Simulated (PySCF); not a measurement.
# C₅H₁₁AlO: what the fields show

Input file:

```
{"job": {"kind": "nmr", "xc": "PBE0", "basis": "pcSseg-1"}, "charge": 0, "multiplicity": 1}
C     -3.543617     0.215864     0.289559
C     -2.531525    -0.132570    -0.794113
O     -1.222029     0.029143    -0.330511
Al     0.259539     0.266393     0.337964
C      2.006665    -0.459108    -0.249295
C      2.948685    -0.682480     0.918740
C      3.149720     0.495196     0.040274
H     -4.554891     0.081134    -0.085465
H     -3.392824    -0.426576     1.154065
H     -3.409503     1.249229     0.600040
H     -2.668905    -1.173255    -1.111259
H     -2.679953     0.516793    -1.665668
H      0.314552     1.166709     1.578714
H      2.186091    -1.121006    -1.096315
H      2.569856    -0.497036     1.917516
H      3.655334    -1.498521     0.868028
H      3.997907     0.508080    -0.629433
H      2.906139     1.468329     0.451223
```

Run with:

```sh
OMP_NUM_THREADS=1 python probes_run.py task.json out
```

Geometry: GFN2-xTB.

Computed with PBE0/pcSseg-1, SCF density, gas phase, non-relativistic in PySCF.

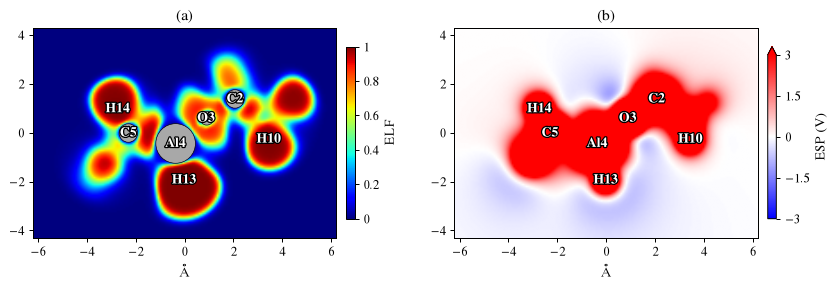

Figure 1. (a) ELF; (b) molecular electrostatic potential on the plane of atoms C5, Al4 and H13. Grey discs cover the atomic cores in the ELF map.

Describe what can be read from this map.

- The plane passes through C, O, Al and H nuclei.
- C–O (1.40 Å): the ELF peaks at about 0.85 between the atoms (a shared but strongly polarised pair).
- Al–O (1.64 Å): the ELF peaks at about 0.80 in the valence shell of O, 0.6 Å from its nucleus, and is about 0.30 at the midpoint.
- C–Al (1.98 Å): the ELF peaks at about 0.95 between the atoms, as expected for a shared but strongly polarised pair.
- C–H (1.09 Å): the ELF climbs to about 1 towards the hydrogen, as it does in any bond to H: an ordinary covalent bond to hydrogen.
- Al–H (1.53 Å): the ELF climbs to about 1 towards the hydrogen.
- The ELF also peaks beside O3, away from the bonds: lone-pair regions.
- Outside the dense part of the molecule the potential is most negative (−1.1 V) near O3.

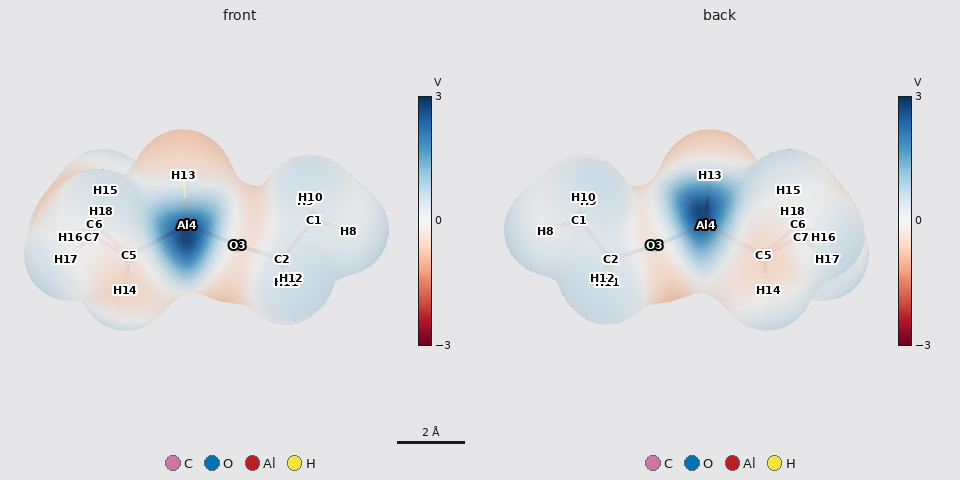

Figure 2. The electrostatic potential painted on the density surface at 0.002 e/bohr³, seen from the front and from behind; the colour scale runs from red (negative) to blue (positive).

Where is the surface potential most negative and most positive?

The most negative region (about −0.7 V) lies over O3 and H13, the most positive (about +2.6 V) over Al4.
